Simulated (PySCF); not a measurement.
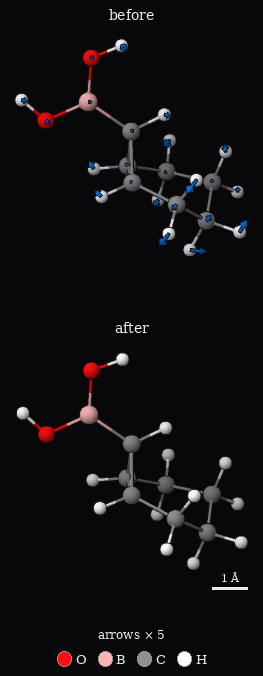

The structure of C7H13BO2 before (top) and after (bottom) a relaxation, at one scale. The blue arrows give the displacements, 5 times their true length.

Style: ball-and-stick. Shown from a free direction.

The start comes from GFN2-xTB.

Computed with PySCF 2.14.0, density-fitted response routines, PBE0-D3(BJ)/def2-SVP geometry optimisation, gas phase. 

Question: Summarise the run.

Answer: After 10 geometry steps the energy has fallen by 1.44 kcal/mol. The largest move after the best rigid fit is that of an H atom, 0.13 Å. By element the largest moves are H 0.13 Å, C 0.05 Å, O 0.04 Å, B 0.03 Å. Some distances before and after: B–C 1.570 → 1.555 Å, C–H 1.092 → 1.105 Å, B–O 1.352 → 1.363 Å, H–O 0.955 → 0.961 Å. Among the angles between lasting bonds that change: B–O–H 116.2° → 112.5°, B–O–H 113.5° → 111.3°.
